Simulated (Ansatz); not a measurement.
**Run report: AlNH₂ClF, molecular dynamics (part 2 of 2)**

The same run, continued: AlNH₂ClF; RKS r2SCAN-D4/def2-SVP (Ansatz 0.2.0). It belongs to a series of runs on one base structure; here: dynamics from the start.

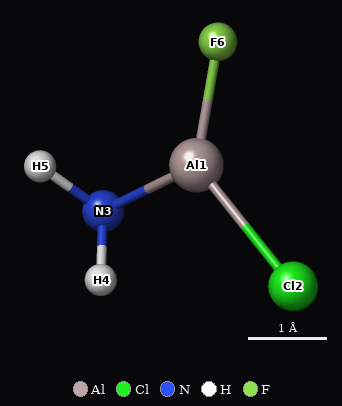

Fig. 1: The geometry at step 14 of the log (ball-and-stick view, seen at a tilt; atoms are numbered from 1 in the order of the input).

What the program printed, continued
```
md step    90: t =    90.00 fs  T =  1783.4 K  F+E_penalty+E_count = -23350.74949253 eV  E_kin = 0.922113 eV  conserved = -23349.82738001 eV  (29 SCF iters, 3 dispersion substeps)
md step    91: t =    91.00 fs  T =  1976.8 K  F+E_penalty+E_count = -23350.85482325 eV  E_kin = 1.022100 eV  conserved = -23349.83272333 eV  (29 SCF iters, 3 dispersion substeps)
md step    92: t =    92.00 fs  T =  2039.7 K  F+E_penalty+E_count = -23350.88560837 eV  E_kin = 1.054626 eV  conserved = -23349.83098212 eV  (29 SCF iters, 3 dispersion substeps)
md step    93: t =    93.00 fs  T =  2014.6 K  F+E_penalty+E_count = -23350.86824213 eV  E_kin = 1.041609 eV  conserved = -23349.82663279 eV  (28 SCF iters, 3 dispersion substeps)
md step    94: t =    94.00 fs  T =  2028.0 K  F+E_penalty+E_count = -23350.87269184 eV  E_kin = 1.048550 eV  conserved = -23349.82414231 eV  (29 SCF iters, 3 dispersion substeps)
md step    95: t =    95.00 fs  T =  2155.6 K  F+E_penalty+E_count = -23350.94005291 eV  E_kin = 1.114552 eV  conserved = -23349.82550096 eV  (29 SCF iters, 3 dispersion substeps)
md step    96: t =    96.00 fs  T =  2354.6 K  F+E_penalty+E_count = -23351.04779358 eV  E_kin = 1.217408 eV  conserved = -23349.83038539 eV  (28 SCF iters, 3 dispersion substeps)
md step    97: t =    97.00 fs  T =  2487.6 K  F+E_penalty+E_count = -23351.11925439 eV  E_kin = 1.286201 eV  conserved = -23349.83305381 eV  (28 SCF iters, 3 dispersion substeps)
md step    98: t =    98.00 fs  T =  2488.9 K  F+E_penalty+E_count = -23351.11317560 eV  E_kin = 1.286844 eV  conserved = -23349.82633196 eV  (28 SCF iters, 3 dispersion substeps)
md step    99: t =    99.00 fs  T =  2483.0 K  F+E_penalty+E_count = -23351.10691169 eV  E_kin = 1.283807 eV  conserved = -23349.82310510 eV  (28 SCF iters, 3 dispersion substeps)
these checks for a lower state are left out or cut short: starts, cluster_reference, orbital_swaps, neighbouring_geometries, increment
824 factors; their error is unknown
mean field -23351.10858775 eV, -858.1374126498 hartree, gradient 1.4e-5 eV, S^2 0.000000; 0 other end points of the search recorded, 0 dependent functions left out
the calculation of the forces begins
reference -23351.10859822 eV, -858.1374130346 hartree; 24, 24 occupied and 50, 50 virtual orbitals, 824 factors
824 factors; their error is unknown
mean field -23351.10858775 eV, -858.1374126498 hartree, gradient 1.4e-5 eV, S^2 0.000000; 1 other end points of the search recorded, 0 dependent functions left out
the calculation of the forces begins
reference -23351.10859822 eV, -858.1374130346 hartree; 24, 24 occupied and 50, 50 virtual orbitals, 824 factors
md step   100: t =   100.00 fs  T =  2521.3 K  F+E_penalty+E_count = -23351.13457441 eV  E_kin = 1.303612 eV  conserved = -23349.83096276 eV  (27 SCF iters, 3 dispersion substeps)
```

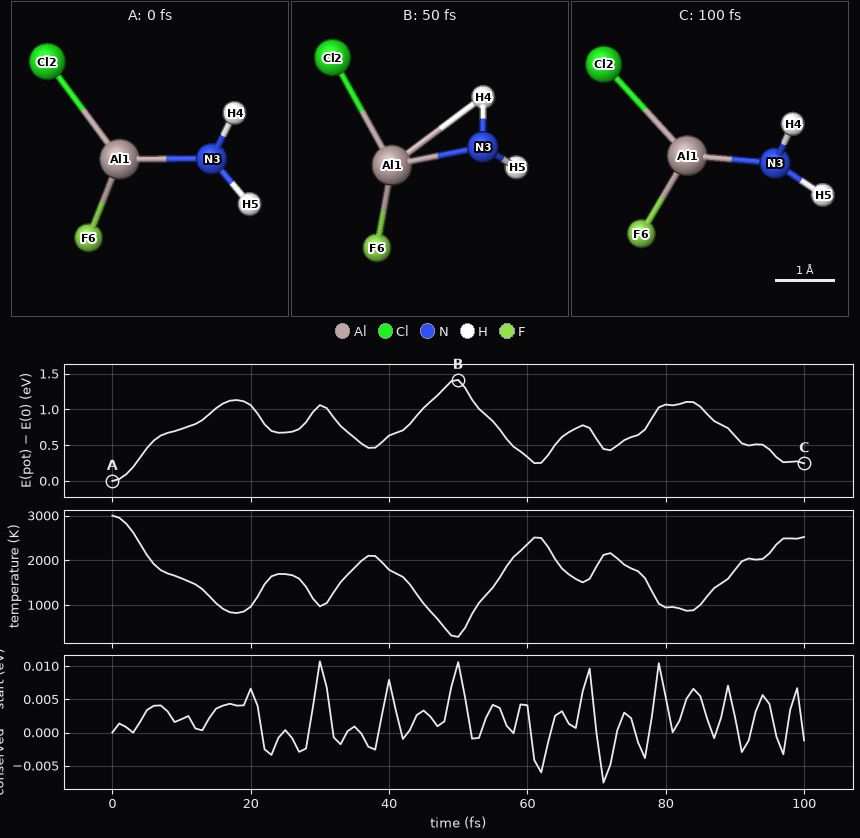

Fig. 2: Frames of the molecular dynamics (ball-and-stick, seen at a tilt) above the curves, on which the letters mark them. The trajectory kept here has 101 frames over 100 fs. The temperature starts at 3000 K, ranges from 286 to 3000 K and averages 1686 K over the second half. The potential energy ends 0.246 eV above its first value. The conserved quantity stays within 0.018 eV. After an unweighted best fit of the last frame on the first, the root-mean-square displacement is 0.19 Å.

```
Total energy: -23351.13458488 eV, -858.1383680269 hartree
Atom 0 at     0.179745     0.148034    -0.000087 Å, force    -1.563762    -0.682534     0.295799 eV/Å
Atom 1 at    -0.097989    -0.533291     1.997774 Å, force     0.468534     0.256843    -0.440268 eV/Å
Atom 2 at     1.600298    -0.024044    -0.996041 Å, force     0.869899    -0.469370     0.592450 eV/Å
Atom 3 at     2.434025    -0.539925    -0.702539 Å, force    -0.327802     0.039974     0.327615 eV/Å
Atom 4 at     1.905356     0.453449    -1.818126 Å, force    -0.275440     0.567360    -0.806512 eV/Å
Atom 5 at    -1.355281     0.409825    -0.648760 Å, force     0.828570     0.287727     0.030915 eV/Å
Dipole moment:     0.703944     0.180280    -0.307243 e Å
```

Trajectory as extended XYZ (Å, eV, eV/Å), 15 of the 101 frames kept, from step=0 to step=100
```
6
Properties=species:S:1:pos:R:3:forces:R:3 step=0 time_fs=0.0 energy=-23351.38091 temperature=3000.0
Al    0.0672    0.0391   -0.0019    0.0021  -0.0004   0.0000
Cl   -0.0090   -0.5268    2.0080    0.0000   0.0000  -0.0008
N     1.5717   -0.0059   -0.8990   -0.0010   0.0010  -0.0026
H     2.4638   -0.2986   -0.5143    0.0053  -0.0011   0.0015
H     1.6788    0.2555   -1.8739   -0.0055  -0.0006   0.0040
F    -1.3300    0.5366   -0.7439   -0.0011   0.0011  -0.0022
6
Properties=species:S:1:pos:R:3:forces:R:3 step=7 time_fs=7.0 energy=-23350.74552 temperature=1779.0
Al   -0.0021    0.0003   -0.0335    1.5956  -0.4867   1.6551
Cl    0.0327   -0.5301    2.0240   -0.2078   0.1004  -0.5358
N     1.5688    0.1027   -0.8269    1.1286  -2.3814  -2.6504
H     2.1806   -0.6568   -0.5204    0.4513   0.3226   1.4970
H     1.6840   -0.3076   -1.8161   -1.0205   1.7902   0.9065
F    -1.2924    0.5668   -0.7848   -1.9473   0.6548  -0.8724
6
Properties=species:S:1:pos:R:3:forces:R:3 step=14 time_fs=14.0 energy=-23350.44806 temperature=1200.0
Al   -0.0464   -0.0436   -0.0394    1.2109   0.8925   1.1168
Cl    0.0716   -0.5324    2.0334   -0.3922  -0.0211  -0.5868
N     1.6060    0.1381   -0.7945   -1.3237  -2.6425   0.4333
H     1.8870   -0.6710   -0.1333    0.7385   1.0724  -1.4213
H     1.3642   -0.3551   -1.7077    0.9776   0.5864   0.8022
F    -1.2970    0.6105   -0.8441   -1.2111   0.1123  -0.3442
6
Properties=species:S:1:pos:R:3:forces:R:3 step=21 time_fs=21.0 energy=-23350.43879 temperature=1185.6
Al   -0.0708   -0.0723   -0.0268    0.0150   1.8402  -0.1730
Cl    0.1054   -0.5348    2.0353   -0.5250  -0.0729  -0.3227
N     1.5996    0.1188   -0.7471   -1.5697   0.4212   3.0782
H     2.0321   -0.4890   -0.0208    0.6269  -0.0453  -1.4074
H     1.3884   -0.2677   -1.6252    0.9046  -1.2471  -2.0174
F    -1.3297    0.6560   -0.9108    0.5481  -0.8961   0.8422
6
Properties=species:S:1:pos:R:3:forces:R:3 step=29 time_fs=29.0 energy=-23350.41640 temperature=1142.0
Al   -0.0979   -0.0690   -0.0156   -0.0926   1.3641  -0.6806
Cl    0.1353   -0.5386    2.0320   -0.7391   0.0230  -0.1783
N     1.5436    0.0722   -0.6697    0.8856  -0.8671  -0.8216
H     2.4375   -0.3078   -0.3741   -0.0319   0.1460   2.3388
H     1.8534   -0.2456   -1.5711   -1.2991   0.5868  -2.0697
F    -1.3518    0.6818   -0.9618    1.2770  -1.2527   1.4114
6
Properties=species:S:1:pos:R:3:forces:R:3 step=36 time_fs=36.0 energy=-23350.85712 temperature=1986.7
Al   -0.1226   -0.0402   -0.0173    0.9201   0.9295  -0.2952
Cl    0.1511   -0.5416    2.0264   -0.8038   0.0409  -0.2277
N     1.5410   -0.0165   -0.6494    0.7535   0.5659  -2.7170
H     2.4233    0.0297   -0.1116   -0.8544  -0.2682  -0.2463
H     1.7875    0.1604   -1.6971   -0.6242  -0.3658   2.5205
F    -1.3401    0.6725   -0.9711    0.6088  -0.9024   0.9657
6
Properties=species:S:1:pos:R:3:forces:R:3 step=43 time_fs=43.0 energy=-23350.58568 temperature=1462.6
Al   -0.1314    0.0026   -0.0228    1.6180  -0.5702   0.7817
Cl    0.1562   -0.5441    2.0179   -0.8539   0.1230  -0.2270
N     1.5581   -0.1061   -0.6723   -0.9566   1.9192  -0.6463
H     2.0321    0.3192    0.1604    0.1964  -0.3409  -1.0538
H     1.5223    0.6247   -1.4563    0.7689  -1.1498   1.1729
F    -1.3149    0.6422   -0.9577   -0.7728   0.0186  -0.0274
6
Properties=species:S:1:pos:R:3:forces:R:3 step=50 time_fs=50.0 energy=-23349.96720 temperature=286.3
Al   -0.1135    0.0369   -0.0162    1.0091  -1.2967   0.9678
Cl    0.1501   -0.5448    2.0064   -0.8406   0.1746  -0.0614
N     1.5408   -0.1435   -0.6974   -0.2119   0.8133   1.7215
H     1.8129    0.4163    0.1468    1.1632  -1.4507   0.7377
H     1.5730    0.7438   -1.1351    0.2222   1.3396  -3.0002
F    -1.3073    0.6112   -0.9434   -1.3420   0.4198  -0.3655
6
Properties=species:S:1:pos:R:3:forces:R:3 step=57 time_fs=57.0 energy=-23350.79362 temperature=1866.1
Al   -0.0790    0.0521    0.0047   -0.1845  -0.2153  -0.2370
Cl    0.1330   -0.5436    1.9945   -0.6314  -0.0217   0.3923
N     1.5210   -0.1080   -0.7025    0.3193   1.2114  -0.0606
H     2.0434   -0.0097    0.1984    0.4791   0.0813  -1.3310
H     1.7180    0.6528   -1.4003    0.3840  -1.0161   0.9190
F    -1.3297    0.5886   -0.9359   -0.3664  -0.0395   0.3173
6
Properties=species:S:1:pos:R:3:forces:R:3 step=64 time_fs=64.0 energy=-23350.87578 temperature=2027.9
Al   -0.0464    0.0629    0.0225   -0.7709   0.3629  -0.9860
Cl    0.1073   -0.5426    1.9876   -0.5285  -0.1238   0.6601
N     1.5196   -0.0355   -0.6897    4.5650  -0.2023  -2.6277
H     2.3819   -0.5029   -0.2823   -1.8000   0.5575   0.2735
H     2.0251    0.2485   -1.6143   -2.1394  -0.2860   1.7714
F    -1.3612    0.5654   -0.9208    0.6739  -0.3082   0.9088
6
Properties=species:S:1:pos:R:3:forces:R:3 step=71 time_fs=71.0 energy=-23350.93303 temperature=2119.2
Al   -0.0232    0.0785    0.0228    0.2507   0.0625  -1.3054
Cl    0.0746   -0.5430    1.9890   -0.4231  -0.0343   0.5238
N     1.6126    0.0178   -0.7126    0.5373  -1.4525  -1.4636
H     2.1735   -0.8488   -0.5890   -0.3786   0.5638   1.2111
H     1.7883    0.0135   -1.7320   -0.7292   1.0343   0.2191
F    -1.3781    0.5355   -0.8845    0.7430  -0.1738   0.8150
6
Properties=species:S:1:pos:R:3:forces:R:3 step=79 time_fs=79.0 energy=-23350.35104 temperature=1028.3
Al    0.0099    0.0990   -0.0007    1.2562   0.3165   0.4323
Cl    0.0303   -0.5440    1.9982   -0.3039   0.0468  -0.0979
N     1.7256    0.0324   -0.7915   -1.6822   0.7998   3.5612
H     1.7469   -0.9353   -0.4681    0.8230  -0.7187  -0.7568
H     1.2970    0.1242   -1.6598   -0.1794  -0.4694  -3.2093
F    -1.3773    0.4964   -0.8204    0.0863   0.0250   0.0705
6
Properties=species:S:1:pos:R:3:forces:R:3 step=86 time_fs=86.0 energy=-23350.44704 temperature=1197.7
Al    0.0604    0.1211   -0.0172    0.9712  -0.1396   1.1788
Cl   -0.0126   -0.5441    2.0056   -0.1013   0.2433  -0.5482
N     1.7402    0.0498   -0.8342   -3.1222  -1.6332  -1.0639
H     1.6994   -1.0099   -0.6997    0.9739   0.8498   0.0777
H     1.2214    0.0039   -1.7798    1.3937   0.5120   0.5550
F    -1.3729    0.4626   -0.7605   -0.1153   0.1677  -0.1995
6
Properties=species:S:1:pos:R:3:forces:R:3 step=93 time_fs=93.0 energy=-23350.86824 temperature=2014.6
Al    0.1255    0.1406   -0.0150   -0.7489  -0.7639   0.6867
Cl   -0.0568   -0.5410    2.0059    0.2331   0.3730  -0.6653
N     1.6676    0.0338   -0.8885    0.2592  -1.4499  -3.3583
H     2.0740   -0.9342   -0.8670   -0.1143   0.9766   0.7715
H     1.6036    0.0789   -1.9865   -0.0845   0.5945   2.5510
F    -1.3695    0.4330   -0.7045    0.4554   0.2697   0.0145
6
Properties=species:S:1:pos:R:3:forces:R:3 step=100 time_fs=100.0 energy=-23351.13457 temperature=2521.3
Al    0.1797    0.1480   -0.0001   -1.5638  -0.6825   0.2958
Cl   -0.0980   -0.5333    1.9978    0.4685   0.2568  -0.4403
N     1.6003   -0.0240   -0.9960    0.8699  -0.4694   0.5924
H     2.4340   -0.5399   -0.7025   -0.3278   0.0400   0.3276
H     1.9054    0.4534   -1.8181   -0.2754   0.5674  -0.8065
F    -1.3553    0.4098   -0.6488    0.8286   0.2877   0.0309
```

This output came from the following input.

Input
```yaml
crystal:
  periodic: [false, false, false]
  atoms:
    - { symbol: Al, position_ang: [0.06721, 0.03913, -0.001861] }
    - { symbol: Cl, position_ang: [-0.008991, -0.526756, 2.008034] }
    - { symbol: "N", position_ang: [1.571717, -0.005853, -0.899017] }
    - { symbol: H, position_ang: [2.463841, -0.298568, -0.514318] }
    - { symbol: H, position_ang: [1.67884, 0.255464, -1.873892] }
    - { symbol: F, position_ang: [-1.330017, 0.536583, -0.743946] }
basis:
  gaussian: { orbitals: def2-SVP }
hamiltonian:
  xc: r2scan
  dispersion: d4
md:
  timestep: 1.0
  n_steps: 100
  ensemble: nve
  temperature: 3000.0
  initial_velocities: maxwell_boltzmann
  seed: 245692
```

Command:
```bash
ansatz run input.yaml --threads 1 --pin off --max-ram 2048MiB --backend cpu --events-out ev --progress --plain --runs-dir out
```

Key numbers

| quantity | value |
| --- | --- |
| outcome | finished |
| mean temperature over the second half | 1686 K |
| trajectory | 100 steps, 100 fs |
| ensemble | nve |
| temperature in the input | 3000.0 K |
| time step | 1.0 fs |
| potential energy (last step) | −23351.1346 eV |
| mean-field energy (last step) | −23351.1086 eV |
| largest force (length of the vector) (last step) | 1.732 eV/Å |
| hardware | 1 thread of Intel Xeon (Sapphire Rapids), 32 GiB of memory available, shared host |
| wall time | 3.8 min |
| peak memory | 0.15 GiB |

Notes

So short a trajectory is not equilibrated.
